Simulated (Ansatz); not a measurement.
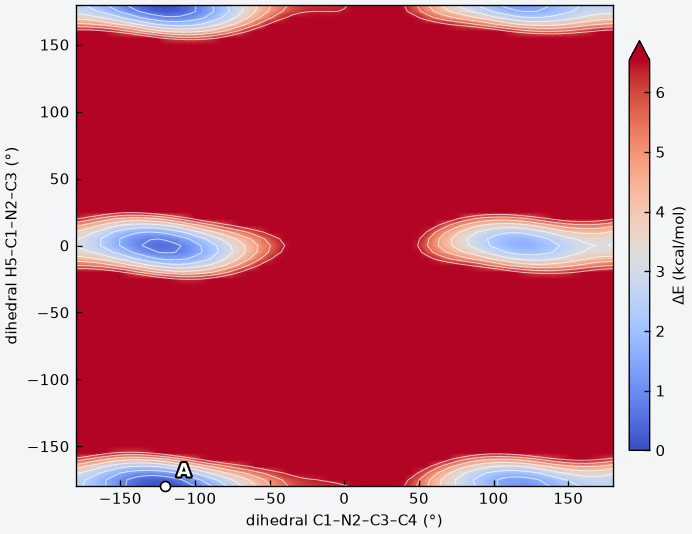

C3H7N, SMILES C=NCC. 
- Coordinates scanned: (1) dihedral C1–N2–C3–C4; (2) dihedral H5–C1–N2–C3.
- Nothing is relaxed (all other coordinates rigid).
- The scan uses a 12 × 12 grid.
- Points are written as (first, second).
- Energies: kcal/mol, counted from the lowest grid point.
- The dihedral twists a double bond; near 90° a spin-restricted reference is unreliable.
- Level of theory: RKS PBE0-D4/def2-SVP in Ansatz.

In the figure: a smooth colour map with a few white contour lines, one colour for all values above the top of the scale, the point A. Between grid points the surface is interpolated.

### Find the lowest pass out of the well at A.

The easiest path leads from the well at (−120°, −180°) to the well at (120°, −180°), about 1.2 kcal/mol higher. Its highest point lies about 2.6 kcal/mol above the bottom of the first well on the interpolated surface, at about (170°, −180°). Seen from the upper well the barrier is about 1.4 kcal/mol. The start is the relaxed structure and all else is held, so a fully relaxed path at this level can only be lower.

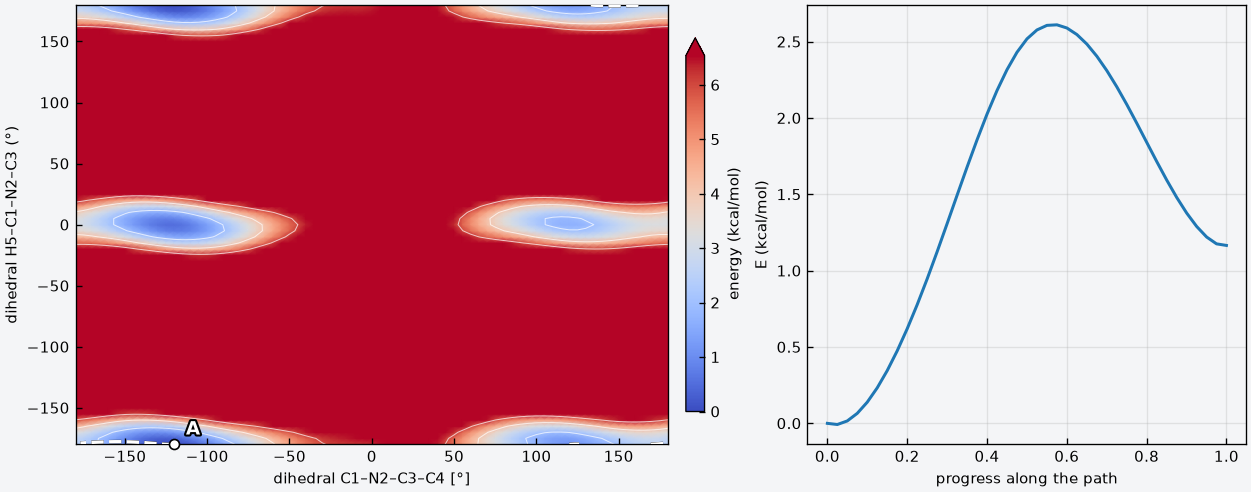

The picture shows a smooth colour map with a few white contour lines, a line along the lowest path, one colour for all values above the top of the scale, the energy along the path at the right. Between grid points the surface is interpolated.
